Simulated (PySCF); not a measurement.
**C₅H₁₄Si₃ (SMILES C=CC(=C)C[SiH2][SiH2][SiH3]): density, localisation and related maps**

The calculation's input:

```
{"job": {"kind": "nmr", "xc": "PBE0", "basis": "pcSseg-1"}, "charge": 0, "multiplicity": 1}
C     -2.093701    -0.690944    -1.916637
C     -1.572142     0.450095    -1.482515
C     -1.239079     0.780198    -0.103152
C     -0.725271     1.980170     0.180047
C     -1.440220    -0.244573     0.961292
Si    -0.009149    -1.520203     0.992474
Si     2.021719    -0.408155     0.896821
Si     2.713295     0.290668    -1.198302
H     -2.328468    -1.511444    -1.260947
H     -2.312391    -0.844633    -2.959848
H     -1.368936     1.240334    -2.195158
H     -0.474831     2.268289     1.187178
H     -0.554504     2.721971    -0.581889
H     -2.392678    -0.753399     0.821850
H     -1.479294     0.249626     1.932723
H     -0.181258    -2.442896    -0.140583
H     -0.251977    -2.343211     2.188751
H      3.050106    -1.286176     1.485722
H      2.006155     0.736491     1.825400
H      1.872245     1.359001    -1.739855
H      2.661171    -0.807287    -2.168199
H      4.088797     0.795462    -1.229454
```

Run with:

```sh
OMP_NUM_THREADS=1 python probes_run.py task.json out
```

Geometry: GFN2-xTB.

These are results of PBE0/pcSseg-1, SCF density, gas phase, non-relativistic in PySCF, not measurements.

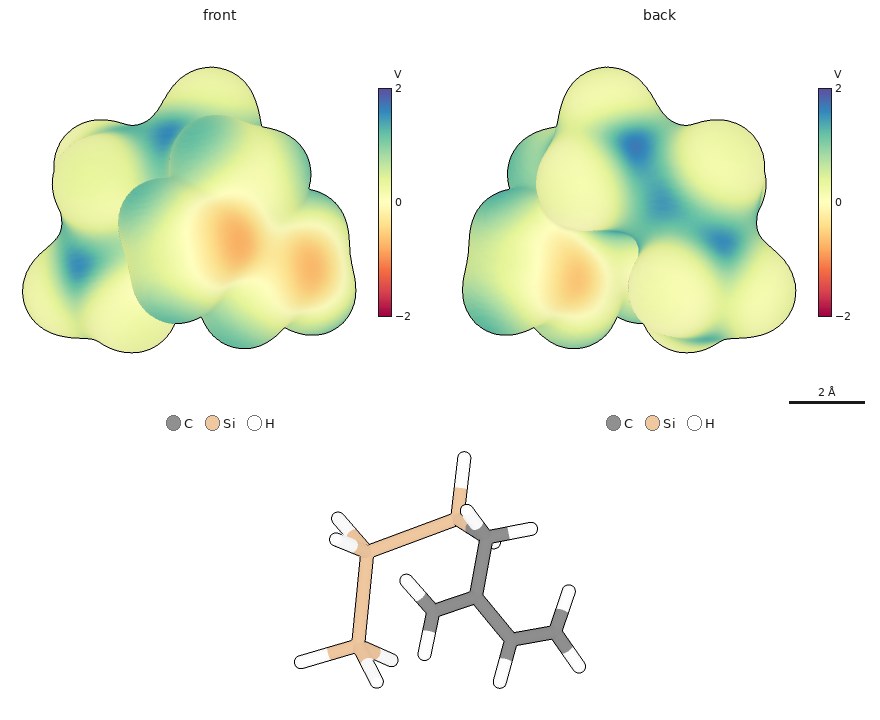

Figure 1. The electrostatic potential painted on the density surface at 0.004 e/bohr³, seen from the front and from behind; red is negative and blue positive. The bare structure is drawn below in the same view.

> Which sites attract a positive test charge, and which a negative one?

A positive charge is drawn to the negative regions and a negative charge to the positive ones. The most negative region (about −0.7 V) lies over the π face of C1, C2, C3 and C4, the most positive (about +1.5 V) over Si6 and Si8.

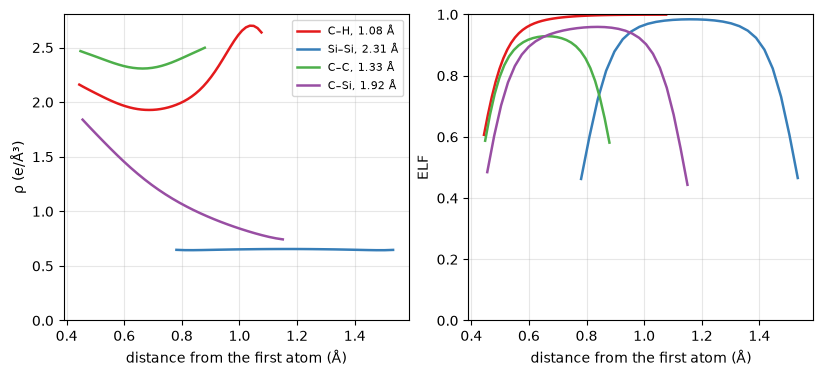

Figure 2. Electron density and ELF along straight lines between neighbouring atoms. The curves leave out the atomic cores.

> What can be read from the curves?

C–H (1.08 Å): the density is about 2 e/Å³ at the midpoint; the ELF climbs to about 1 towards the hydrogen, as it does in any bond to H: a covalent bond by its length.
Si–Si (2.31 Å): ρ at the midpoint is about 0.65 e/Å³; the ELF peaks at about 1 between the atoms: a shared electron pair.
C–C (1.33 Å): the density is about 2.3 e/Å³ at the midpoint; the ELF peaks at about 0.95 between the atoms: a short, multiple covalent bond.
C–Si (1.92 Å): ρ at the midpoint is about 0.88 e/Å³; the ELF peaks at about 0.95 between the atoms, as expected for a shared electron pair.
